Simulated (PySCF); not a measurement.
SMILES c12c(ccs1)sc1ccsc21 (C₈H₄S₃) at its GFN2-xTB optimised geometry (Å):

```
15

C      1.9071     2.5529     0.0000
C      2.4304     1.3003     0.0000
C      1.4142     0.3244     0.0000
S      1.4178    -1.4163     0.0000
C     -0.3229    -1.4163     0.0000
C     -1.2967    -2.4345     0.0000
C     -2.5504    -1.9137     0.0000
S     -2.5869    -0.1821     0.0000
C     -0.8626    -0.1335     0.0000
C      0.1303     0.8615     0.0000
S      0.1754     2.5859     0.0000
H      2.4353     3.4854     0.0000
H      3.4818     1.0806     0.0000
H     -1.0749    -3.4854     0.0000
H     -3.4818    -2.4438     0.0000
```

Calculation: PBE0/def2-TZVP in PySCF. Cells within 0.4 Å of a nucleus heavier than hydrogen are left out (blank, or x).

Map of the deformation density (molecule minus spherical neutral atoms) (e/bohr³) on the plane z = 0.0 Å:

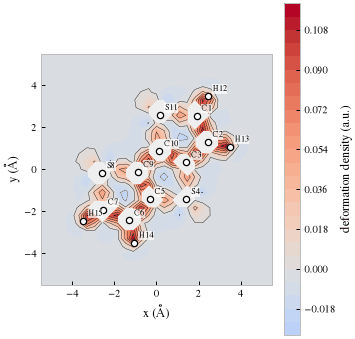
Deformation density (molecule minus spherical neutral atoms) (e/bohr³) on the plane z = 0.0 Å.
